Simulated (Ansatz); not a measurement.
# NO on Cu(100): dissociation, with O18 leaving for a neighbouring site

Aim: the minimum-energy path and barrier of the dissociation, with O18 leaving for a neighbouring site. The ends are relaxed first, then joined by a nudged elastic band. The slab cell is 2×2, 4 layers thick, and the adsorbate is set down on it by hand.

Method: DFT PBEsol, plane waves, PAW, scalar-relativistic, no spin polarisation, in Ansatz 0.2.0.

## (1) The starting structure

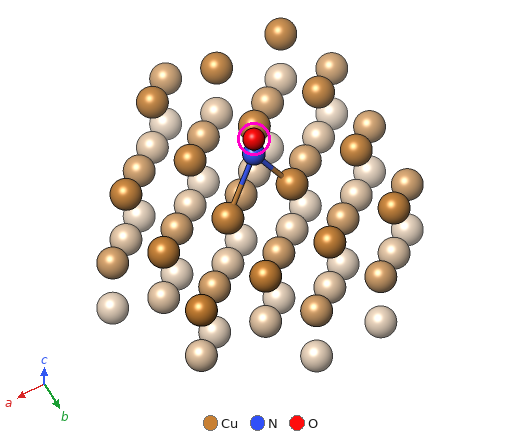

The starting structure, seen from above, slightly tilted (copper orange, nitrogen blue, oxygen red). Each atom of the cell is drawn once, at one copy chosen for all pictures, so bonds across the cell's faces may be missing, with copies of the slab's atoms added to fill out the patch; deeper layers are paler. Ringed: O18.

Its coordinates follow in the input file.

## (2) Relaxing end A

Input file input.yaml:

```yaml
crystal:
  lattice:
    - [5.105311, 0.0, 0.0]
    - [0.0, 5.105311, 0.0]
    - [0.0, 0.0, 17.415]
  atoms:
    - { symbol: Cu, position: [0.25, 0.25, 0.0574218] }
    - { symbol: Cu, position: [0.75, 0.25, 0.0574218] }
    - { symbol: Cu, position: [0.25, 0.75, 0.0574218] }
    - { symbol: Cu, position: [0.75, 0.75, 0.0574218] }
    - { symbol: Cu, position: [0.0, 0.0, 0.161068] }
    - { symbol: Cu, position: [0.5, 0.0, 0.161068] }
    - { symbol: Cu, position: [0.0, 0.5, 0.161068] }
    - { symbol: Cu, position: [0.5, 0.5, 0.161068] }
    - { symbol: Cu, position: [0.25, 0.25, 0.2647143] }
    - { symbol: Cu, position: [0.75, 0.25, 0.2647143] }
    - { symbol: Cu, position: [0.25, 0.75, 0.2647143] }
    - { symbol: Cu, position: [0.75, 0.75, 0.2647143] }
    - { symbol: Cu, position: [0.0, 0.0, 0.3683606] }
    - { symbol: Cu, position: [0.5, 0.0, 0.3683606] }
    - { symbol: Cu, position: [0.0, 0.5, 0.3683606] }
    - { symbol: Cu, position: [0.5, 0.5, 0.3683606] }
    - { symbol: "N", position: [0.6805449, 0.8001392, 0.4573643] }
    - { symbol: O, position: [0.6805449, 0.8001392, 0.525122] }
basis:
  ecutwfc: 420.0
kpoints:
  mp_grid: { grid: [3, 3, 1] }
hamiltonian:
  xc: pbesol
scf:
  occupations: { method: gaussian, width: 0.1 }
  lower_state_search: "off"
relax:
  f_tol: 0.03
  max_steps: 60
  adjacent_minimum: "off"
  constraints: [{ sites: [0, 1, 2, 3] }]
output:
  write_density: true
  write_potential: true
  elf: true
  volumetric_format: npy
```

The run is started by

```
$ ansatz run input.yaml --threads 4 --pin off --max-ram 10240MiB --backend cpu --events-out ev --progress --plain --runs-dir out
```

The program printed, shortened:

```text
Warning: RAYON_NUM_THREADS=4 ignored (pool sized by the plan → 4); use --threads N
[...]
Pseudopotentials: kind: paw
Pseudopotential: Cu, paw, valence charge 19, recommended cutoff 420 eV (normal), Cu.paw.azcp
Pseudopotential: N, paw, valence charge 5, recommended cutoff 420 eV (normal), N.paw.azcp
Pseudopotential: O, paw, valence charge 6, recommended cutoff 420 eV (normal), O.paw.azcp
Functional definition: PBEsol
[...]
Crystal: 18 atoms, lattice volume = 453.908 Å³
Basis set: ecut = 420 eV, 8883 PW (Γ), exchange–correlation on 72×72×240 points (8 copies of the dense FFT grid, shifted against one another)
Bands: 189, of which v1, the nominal top of the filled ones, is band 158 counted from 1 (157 counted from 0)
Symmetry: 1 space group operations
Space group: P1 (ITA 1), of the structure as read, at distance tolerance 7.7e-5 Å
k-points: 5 of 9 (time reversal used)
[...]
SCF iter   1: F=—  HF=-106351.059741 eV  |F-HF|=—  |Δ(HF+E_count)|=         —  Δρ=1.76e-2  dr2=2.90e0  ethr=1.77e-3  ⟨swp⟩=6.0  Hψ=3707  notcnv=0  defer=53
[...]
relax step   1: F+E_penalty+E_count = -106350.89552188 eV  Δ(F+E_penalty+E_count) = +0.000e0 eV  max|allowed force component| = 1.292e0 eV/Å  Δτ_max = 0.0000 Å  (10 SCF iters, dr2 threshold 2.25e-5 eV, accepted)
[...]
relax step   6: F+E_penalty+E_count = -106351.46256540 eV  Δ(F+E_penalty+E_count) = -2.341e-2 eV  max|allowed force component| = 7.588e-2 eV/Å  Δτ_max = 0.1434 Å  (12 SCF iters, dr2 threshold 3.03e-5 eV, accepted)
[...]
relax step   7: F+E_penalty+E_count = -106351.46310874 eV  Δ(F+E_penalty+E_count) = -5.433e-4 eV  max|allowed force component| = 6.244e-3 eV/Å  Δτ_max = 0.0141 Å  (13 SCF iters, accepted)
NSCF: frozen V_eff on 5 k-points
[...]
WARN: The output density's exchange-correlation potential varies sharply where the density is thin. Do not read a vacuum level from v_tot or v_xc, or from such a field of the output density. On a cell that repeats whose density bears no net charge and no dipole along the vacuum's axis use [...]
Free energy (F): -106351.463109 eV
[...]
E sigma→0 (E₀):  -106351.431879 eV
Entropy (-TS):   -0.062459 eV (-3.470 meV/atom)
Fermi energy:    4.490381 eV
[...]
--- Forces (eV/Å), atoms counted from 1 ---
  atom   1  Cu    -0.00137337     0.00097035    -0.13963736
  atom   2  Cu    -0.00089444     0.00101463     0.01001766
  atom   3  Cu    -0.00124031     0.00063838     0.00998167
  atom   4  Cu    -0.00091400     0.00054124     0.11845955
  atom   5  Cu    -0.00108876    -0.00070618     0.00198718
  atom   6  Cu     0.00065568    -0.00076419     0.00215226
  atom   7  Cu    -0.00129121     0.00116461     0.00181908
  atom   8  Cu     0.00074686     0.00117243     0.00197258
[...]
```

## (3) The log goes on: end point A relaxed

Output, continued, shortened:

```text
  atom  12  Cu     0.00196766    -0.00152508     0.00527026
  atom  13  Cu    -0.00269508    -0.00285163    -0.00020059
  atom  14  Cu     0.00247835    -0.00242458    -0.00149263
  atom  15  Cu    -0.00326649     0.00317828    -0.00055587
  atom  16  Cu     0.00267946     0.00273586    -0.00059718
  atom  17  N      0.00112631    -0.00167932    -0.00059176
  atom  18  O      0.00085178     0.00010244    -0.00085959
[...]
--- Band table (eV; the first three rows and the last of 5) ---
[...]
--- Relaxed structure (7 steps of the walk, 7 accepted, 0 SCFs on fresh bases) ---
  F+E_penalty+E_count = -106351.46310874 eV   max|allowed force component| = 6.244e-3 eV/Å
  atoms:
    - { symbol: Cu, position: [0.25, 0.25, 0.057421799999999995] }
    - { symbol: Cu, position: [0.75, 0.25, 0.057421799999999995] }
    - { symbol: Cu, position: [0.25, 0.75, 0.057421799999999995] }
[...]
    - { symbol: Cu, position: [0.4970897896397226, 0.49722563656782454, 0.15486492452902684] }
    - { symbol: Cu, position: [0.2497561213731062, 0.250167439196354, 0.2600909143036234] }
    - { symbol: Cu, position: [0.7497863467849711, 0.25013557667183495, 0.25753450221273677] }
    - { symbol: Cu, position: [0.2498159077561558, 0.7501632057616443, 0.2575370331482626] }
    - { symbol: Cu, position: [0.7497899364936449, 0.7501583042294161, 0.2498993869686744] }
    - { symbol: Cu, position: [-0.0017768223472965933, -0.0013588296094349892, 0.3569831330002809] }
    - { symbol: Cu, position: [0.5012670274953052, -0.001340615057167826, 0.3569947452913452] }
    - { symbol: Cu, position: [-0.0017692420520561238, 0.5017267763632791, 0.3569820600721024] }
    - { symbol: Cu, position: [0.5013188810677065, 0.501696487124756, 0.3569767269907179] }
    - { symbol: N, position: [0.7496087991467533, 0.7503181303813832, 0.41644732165500786] }
    - { symbol: O, position: [0.7495228555393011, 0.7502468402191145, 0.4869296561118741] }
```

Wall time 38 s (4 threads of AMD EPYC 9R45 (Zen 5), shared host); peak memory 2.2 GiB.

Step by step:

```csv
step,energy from step 1 (eV/cell),largest force component (eV/Å)
1,0.0000,1.2922
2,-0.2090,1.4442
3,-0.3974,0.7466
4,-0.4941,0.2399
5,-0.5436,0.5416
6,-0.5670,0.0759
7,-0.5676,0.0062
```

Step 1 is the start. 4 atoms are held fixed.

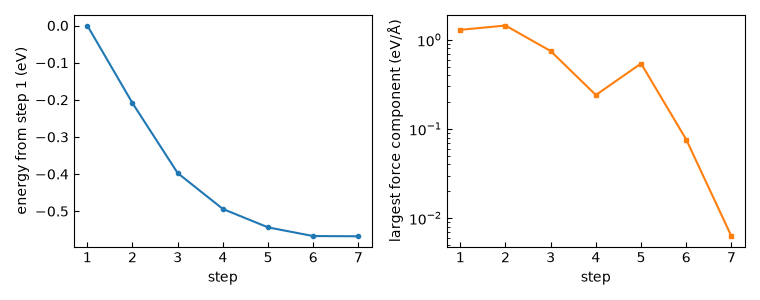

How energy and force went from step to step.

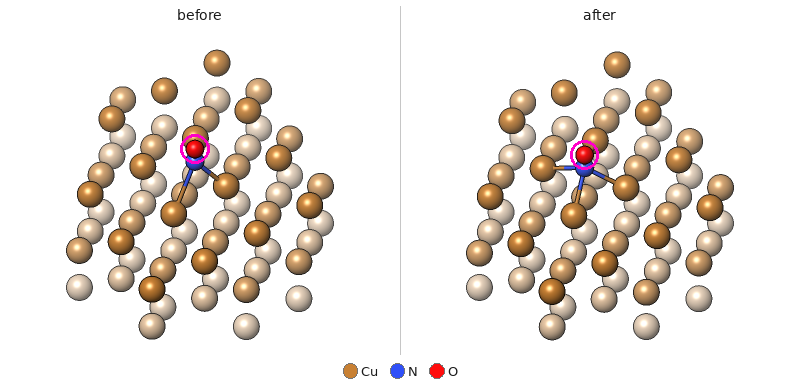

Before and after, at one scale. Each atom of the cell is drawn once, at one copy chosen for all pictures, so bonds across the cell's faces may be missing, with copies of the slab's atoms added to fill out the patch; deeper layers are paler.

The atom that moved most is N17, by 0.83 Å.

## (4) End point B

The second end starts from a geometry with the move made by hand.

Input file input.yaml:

```yaml
crystal:
  lattice:
    - [5.105311, 0.0, 0.0]
    - [0.0, 5.105311, 0.0]
    - [0.0, 0.0, 17.415]
  atoms:
    - { symbol: Cu, position: [0.25, 0.25, 0.05742176] }
    - { symbol: Cu, position: [0.74999999, 0.25, 0.05742176] }
    - { symbol: Cu, position: [0.25, 0.74999999, 0.05742176] }
    - { symbol: Cu, position: [0.74999999, 0.74999999, 0.05742176] }
    - { symbol: Cu, position: [0.0, 0.0, 0.16106804] }
    - { symbol: Cu, position: [0.5, 0.0, 0.16106804] }
    - { symbol: Cu, position: [0.0, 0.5, 0.16106804] }
    - { symbol: Cu, position: [0.5, 0.5, 0.16106804] }
    - { symbol: Cu, position: [0.25, 0.25, 0.26471433] }
    - { symbol: Cu, position: [0.74999999, 0.25, 0.26471433] }
    - { symbol: Cu, position: [0.25, 0.74999999, 0.26471433] }
    - { symbol: Cu, position: [0.74999999, 0.74999999, 0.26471433] }
    - { symbol: Cu, position: [0.0, 0.0, 0.36836061] }
    - { symbol: Cu, position: [0.5, 0.0, 0.36836061] }
    - { symbol: Cu, position: [0.0, 0.5, 0.36836061] }
    - { symbol: Cu, position: [0.5, 0.5, 0.36836061] }
    - { symbol: "N", position: [0.66666666, 0.83333333, 0.46597761] }
    - { symbol: O, position: [0.66666666, 0.33333333, 0.4625323] }
basis:
  ecutwfc: 420.0
kpoints:
  mp_grid: { grid: [3, 3, 1] }
hamiltonian:
  xc: pbesol
scf:
  occupations: { method: gaussian, width: 0.1 }
  lower_state_search: "off"
relax:
  f_tol: 0.03
  max_steps: 60
  adjacent_minimum: "off"
  constraints: [{ sites: [0, 1, 2, 3] }]
```

The run is started by

```
$ ansatz run input.yaml --threads 4 --pin off --max-ram 10240MiB --backend cpu --events-out ev --progress --plain --runs-dir out
```

The program printed, shortened:

```text
Warning: RAYON_NUM_THREADS=4 ignored (pool sized by the plan → 4); use --threads N
[...]
[... 5 set-up lines as earlier in the session ...]
[...]
Crystal: 18 atoms, lattice volume = 453.908 Å³
Basis set: ecut = 420 eV, 8883 PW (Γ), exchange–correlation on 72×72×240 points (8 copies of the dense FFT grid, shifted against one another)
Bands: 189, of which v1, the nominal top of the filled ones, is band 158 counted from 1 (157 counted from 0)
[... 2 set-up lines as earlier in the session ...]
k-points: 5 of 9 (time reversal used)
[...]
    - { symbol: Cu, position: [0.0025153269866205518, 0.5023732968222111, 0.1549846547581023] }
    - { symbol: Cu, position: [0.497431612401754, 0.5023621343008656, 0.1549805494592125] }
    - { symbol: Cu, position: [0.24994405762250577, 0.25004824275569254, 0.2577020244903232] }
    - { symbol: Cu, position: [0.7499417094173463, 0.250039322519302, 0.251924414751] }
    - { symbol: Cu, position: [0.24989970552471452, 0.7500452044962883, 0.26225252969089796] }
    - { symbol: Cu, position: [0.7498880584176137, 0.7500374980990065, 0.2555794060167987] }
    - { symbol: Cu, position: [0.0068491940418888885, 0.013642064197186998, 0.36351486054529486] }
    - { symbol: Cu, position: [0.49292319583017674, 0.013614928730600558, 0.36352212099769615] }
    - { symbol: Cu, position: [0.006849628204532937, 0.48649027890207874, 0.36351131192305997] }
    - { symbol: Cu, position: [0.4929350057131507, 0.4865055273813777, 0.36351706807885426] }
    - { symbol: N, position: [0.7498990158432589, 0.7500678534503288, 0.3676122099507776] }
    - { symbol: O, position: [0.7498583791705644, 0.2500588842948678, 0.4153760838308013] }
```

It took 47 s on 4 threads of AMD EPYC 9R45 (Zen 5), shared host; peak memory 1.9 GiB.

Relaxation path:

```csv
step,energy from step 1 (eV/cell),largest force component (eV/Å)
1,0.0000,3.3363
2,-1.0537,3.1973
3,-2.1196,2.4114
4,-3.0006,1.9071
5,-3.6806,1.3290
6,-4.0986,0.7301
7,-4.3905,0.6146
8,-4.5738,0.5863
9,-4.7034,0.4712
10,-4.7752,0.2037
11,-4.7837,0.0500
12,-4.7840,0.0068
```

Step 1 is the start. 4 atoms are held fixed.

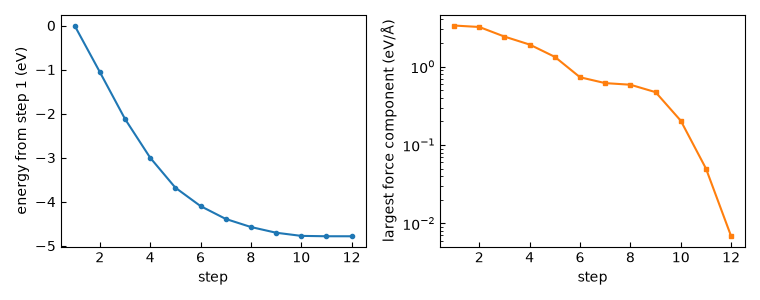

Energy and largest force along the relaxation.

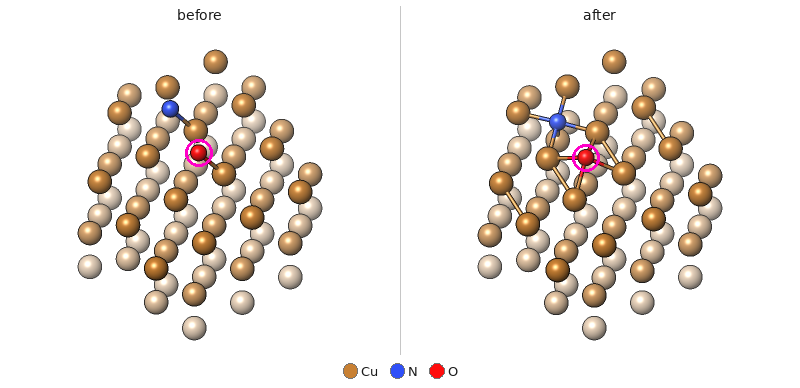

The structure before (left) and after (right), drawn at the same scale. Each atom of the cell is drawn once, at one copy chosen for all pictures, so bonds across the cell's faces may be missing, with copies of the slab's atoms added to fill out the patch; deeper layers are paler.

The atom that moved most is N17, by 1.82 Å.

## (5) The band

crystal.atoms is end A as relaxed above, and neb.final_atoms is end B. With 5 inner images the band has 7 in all.

Input file input.yaml:

```yaml
crystal:
  lattice:
    - [5.105311, 0.0, 0.0]
    - [0.0, 5.105311, 0.0]
    - [0.0, 0.0, 17.415]
  atoms:
    - { symbol: Cu, position: [0.25, 0.25, 0.0574218] }
    - { symbol: Cu, position: [0.75, 0.25, 0.0574218] }
    - { symbol: Cu, position: [0.25, 0.75, 0.0574218] }
    - { symbol: Cu, position: [0.75, 0.75, 0.0574218] }
    - { symbol: Cu, position: [0.00274605, 0.00288218, 0.15486473] }
    - { symbol: Cu, position: [0.497088, 0.00289059, 0.15486117] }
    - { symbol: Cu, position: [0.00274952, 0.49723321, 0.15486865] }
    - { symbol: Cu, position: [0.49708979, 0.49722564, 0.15486492] }
    - { symbol: Cu, position: [0.24975612, 0.25016744, 0.26009091] }
    - { symbol: Cu, position: [0.74978635, 0.25013558, 0.2575345] }
    - { symbol: Cu, position: [0.24981591, 0.75016321, 0.25753703] }
    - { symbol: Cu, position: [0.74978994, 0.7501583, 0.24989939] }
    - { symbol: Cu, position: [-0.00177682, -0.00135883, 0.35698313] }
    - { symbol: Cu, position: [0.50126703, -0.00134062, 0.35699475] }
    - { symbol: Cu, position: [-0.00176924, 0.50172678, 0.35698206] }
    - { symbol: Cu, position: [0.50131888, 0.50169649, 0.35697673] }
    - { symbol: "N", position: [0.7496088, 0.75031813, 0.41644732] }
    - { symbol: O, position: [0.74952286, 0.75024684, 0.48692966] }
basis:
  ecutwfc: 420.0
kpoints:
  mp_grid: { grid: [3, 3, 1] }
hamiltonian:
  xc: pbesol
scf:
  occupations: { method: gaussian, width: 0.1 }
  lower_state_search: "off"
neb:
  images: 5
  f_tol: 0.05
  initial_path: idpp
  max_iterations: 80
  constraints: [{ sites: [0, 1, 2, 3] }]
  final_atoms:
    - { symbol: Cu, position: [0.25, 0.25, 0.05742176] }
    - { symbol: Cu, position: [0.74999999, 0.25, 0.05742176] }
    - { symbol: Cu, position: [0.25, 0.74999999, 0.05742176] }
    - { symbol: Cu, position: [0.74999999, 0.74999999, 0.05742176] }
    - { symbol: Cu, position: [0.00252033, -0.0023346, 0.15498602] }
    - { symbol: Cu, position: [0.49742624, -0.00232405, 0.15498369] }
    - { symbol: Cu, position: [0.00251533, 0.5023733, 0.15498465] }
    - { symbol: Cu, position: [0.49743161, 0.50236213, 0.15498055] }
    - { symbol: Cu, position: [0.24994406, 0.25004824, 0.25770202] }
    - { symbol: Cu, position: [0.74994171, 0.25003932, 0.25192441] }
    - { symbol: Cu, position: [0.24989971, 0.7500452, 0.26225253] }
    - { symbol: Cu, position: [0.74988806, 0.7500375, 0.25557941] }
    - { symbol: Cu, position: [0.00684919, 0.01364206, 0.36351486] }
    - { symbol: Cu, position: [0.4929232, 0.01361493, 0.36352212] }
    - { symbol: Cu, position: [0.00684963, 0.48649028, 0.36351131] }
    - { symbol: Cu, position: [0.49293501, 0.48650553, 0.36351707] }
    - { symbol: "N", position: [0.74989902, 0.75006785, 0.36761221] }
    - { symbol: O, position: [0.74985838, 0.25005888, 0.41537608] }
  order_check: true
```

The run is started by

```
$ ansatz run input.yaml --threads 4 --pin off --max-ram 10240MiB --backend cpu --events-out ev --progress --plain --runs-dir out
```

The program printed, shortened:

```text
Warning: neb: disabling space-group detection — the band's intermediate images generally break the endpoint symmetry, so no spatial operation reduces the k-mesh or symmetrises the density, except that a semilocal band can use its path's symmetry ahead of convergence; time reversal is [...]
Warning: between the path's two end points as given, atom 17 moves 2.841 Å, but a periodic copy of its final position lies 2.840 Å from its initial position (atoms with a nearer copy: 1). The path is placed between the positions as given. If the final geometry was wrapped back into the [...]
Warning: RAYON_NUM_THREADS=4 ignored (pool sized by the plan → 4); use --threads N
[...]
[... 5 set-up lines as earlier in the session ...]
[...]
parallel-image band execution: 4 concurrent image workers
NEB image 0
Crystal: 18 atoms, lattice volume = 453.908 Å³
Basis set: ecut = 420 eV, 8883 PW (Γ), exchange–correlation on 72×72×240 points (8 copies of the dense FFT grid, shifted against one another)
Bands: 189, of which v1, the nominal top of the filled ones, is band 158 counted from 1 (157 counted from 0)
[... 1 set-up line as earlier in the session ...]
k-points: 5 of 9 (time reversal used)
[...]
SCF iter   1: F=—  HF=-106351.712054 eV  |F-HF|=—  |Δ(HF+E_count)|=         —  Δρ=2.06e-2  dr2=6.26e0  ethr=1.77e-3  ⟨swp⟩=7.0  Hψ=3736  notcnv=0  defer=65
[...]
NSCF: frozen V_eff on 5 k-points
NEB image 6
[...]
SCF iter   3: F=—  HF=-106351.715945 eV  |F-HF|=—  |Δ(HF+E_count)|=    1.38e0  Δρ=9.41e-3  dr2=2.46e-1  ethr=7.50e-4  ⟨swp⟩=3.0  Hψ=1870  notcnv=0  defer=119
[...]
NSCF: frozen V_eff on 5 k-points
NEB end point (image 0): max|allowed force component| = 6.234e-3 eV/Å (the criterion of neb.relax_end_points is 1.000e-2)
NEB end point (image 6): max|allowed force component| = 6.823e-3 eV/Å (the criterion of neb.relax_end_points is 1.000e-2)
NEB image 1
[...]
NEB image 2
[...]
NEB image 3
[...]
NEB image 4
[...]
NEB image 5
[...]
NEB iter   1: max|band force component| = 5.291e0 eV/Å  barrier→ = 2.3915 eV  barrier← = 2.5936 eV  Δτ_max = 0.2000 Å  (114 SCF iters)
NEB image 1
[...]
```

## (6) The log goes on: band between the two ends

Output, continued, shortened:

```text
[...]
NEB image 2
[...]
NEB image 3
[...]
NEB image 4
[...]
NEB image 5
[...]
NEB iter   2: max|band force component| = 3.963e0 eV/Å  barrier→ = 1.6047 eV  barrier← = 1.8069 eV  Δτ_max = 0.2000 Å  (67 SCF iters)
[...]
NEB iter   4: max|band force component| = 2.186e0 eV/Å  barrier→ = 1.0593 eV  barrier← = 1.2614 eV  Δτ_max = 0.1896 Å  (73 SCF iters)
[...]
NEB iter   6: max|band force component| = 1.024e0 eV/Å  barrier→ = 1.0362 eV  barrier← = 1.2384 eV  CI = image 4  Δτ_max = 0.1208 Å  (60 SCF iters)
[...]
NEB iter   8: max|band force component| = 2.651e-1 eV/Å  barrier→ = 1.1494 eV  barrier← = 1.3515 eV  CI = image 4  Δτ_max = 0.0262 Å  (54 SCF iters)
[...]
NEB iter   9: max|band force component| = 1.200e-1 eV/Å  barrier→ = 1.1483 eV  barrier← = 1.3505 eV  CI = image 4  Δτ_max = 0.0251 Å  (51 SCF iters)
[...]
NEB iter  10: max|band force component| = 4.739e-2 eV/Å  barrier→ = 1.1479 eV  barrier← = 1.3501 eV  CI = image 4  Δτ_max = 0.0000 Å  (403 SCF iters)
Free energy (F): -106350.315161 eV
[...]
E sigma→0 (E₀):  -106350.301107 eV
Entropy (-TS):   -0.028109 eV (-1.562 meV/atom)
Fermi energy:    4.343310 eV
[...]
--- Forces (eV/Å), atoms counted from 1 ---
  atom   1  Cu     0.00011018     0.00446172     0.01827559
  atom   2  Cu     0.00025669    -0.03709810     0.05590773
  atom   3  Cu    -0.00019175    -0.00053761    -0.06696563
  atom   4  Cu     0.00051881     0.03198352    -0.00750895
[...]
  atom   5  Cu    -0.00169926     0.00019581    -0.00343948
  atom   6  Cu     0.00164410     0.00076593    -0.00290819
  atom   7  Cu    -0.00141181     0.00010231     0.00227449
  atom   8  Cu     0.00133862    -0.00039404     0.00273274
[...]
```

## (7) More of the same log: band between the two ends

Output, continued, shortened:

```text
  atom  16  Cu    -0.00609099    -0.01069658    -0.00514289
  atom  17  N      0.00261752    -0.00486742    -0.00812892
  atom  18  O      0.00185708     0.01161930     0.00774607
[...]
--- Band table (eV; the first three rows and the last of 5) ---
[...]
this run last wrote the band of iteration 10 to <dir>
--- NEB band (7 images, 10 band iterations, 1028 SCF iterations) ---
  forward barrier  = 1.147947 eV
  backward barrier = 1.350077 eV
  lagrangian_above_aufbau_ev (what the smearing adds, to first order; not taken off the barriers): saddle image -0.014569 eV, end points -0.039934 and -0.029087 eV
  climbing image's point = a first-order saddle point (lowest curvatures found: -7.99 and 0.44 eV/Å²)
  energies are F+E_penalty+E_count in eV, relative to image 0
  image     s (Å)  Δ vs image 0  max|band force component| (eV/Å)
[...]
    - { symbol: Cu, position: [0.5000583739533508, 0.5015881403830876, 0.15470168517687724] }
    - { symbol: Cu, position: [0.2500244259155551, 0.24943211444449184, 0.2568928584594073] }
    - { symbol: Cu, position: [0.7500001735908157, 0.24954364135217866, 0.2531369425946954] }
    - { symbol: Cu, position: [0.2500289243369608, 0.7485207996103327, 0.2581323294227101] }
    - { symbol: Cu, position: [0.7500556565468791, 0.7530521483847368, 0.25681247766251436] }
    - { symbol: Cu, position: [0.007956171590816515, 0.014765290728126018, 0.359167292379806] }
    - { symbol: Cu, position: [0.4913614017608428, 0.0140126484165418, 0.3591020441896106] }
    - { symbol: Cu, position: [0.011052761242126069, 0.49195604535551174, 0.3580295987768935] }
    - { symbol: Cu, position: [0.48957655271469364, 0.4911703659801054, 0.3580830473444857] }
    - { symbol: N, position: [0.7499317104509509, 0.7663770913543828, 0.3850326149894515] }
    - { symbol: O, position: [0.750440549555246, 0.4486690041881934, 0.4348191448231552] }
```

Wall time 7.8 min (4 threads of AMD EPYC 9R45 (Zen 5), shared host); peak memory 4 GiB.

(Part 1 of 2 ends here.)
